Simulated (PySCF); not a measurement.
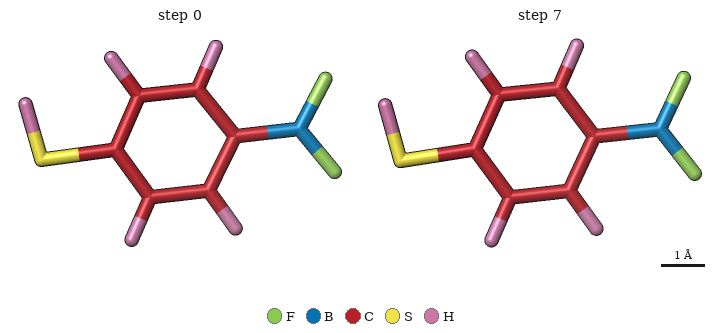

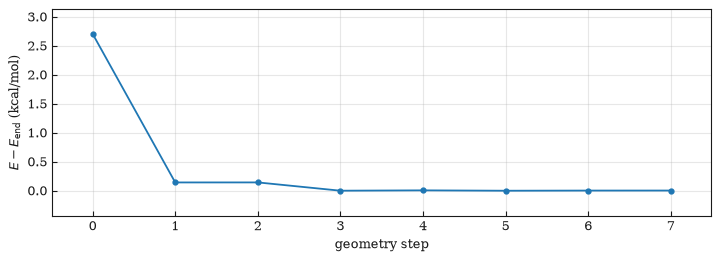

First and last geometry of a relaxation of C₆H₅BF₂S, with the history of the run. A stick model, seen face on.

The start comes from GFN2-xTB. Its atoms were then displaced at random by about 0.01 Å.

All numbers below come from PBE0-D3(BJ)/def2-SVP geometry optimisation, gas phase (PySCF). 

### Read the history and describe the run.

It converged. An F atom moves most after the best rigid fit: 0.050 Å. Largest moves by element: F 0.050 Å, H 0.038 Å, S 0.033 Å, C 0.029 Å, B 0.015 Å. Near-neighbour distances that change, for instance: B–C 1.509 → 1.543 Å, C–C 1.380 → 1.404 Å, B–F 1.307 → 1.324 Å, C–C 1.417 → 1.404 Å. Among the angles between lasting bonds that change: F–B–F 112.8° → 116.8°, C–C–C 114.9° → 118.0°, F–B–C 124.1° → 121.3°. Over 7 geometry steps the energy falls by 2.70 kcal/mol. The run took 3.4 min on 1 thread of AMD EPYC, on a shared host.
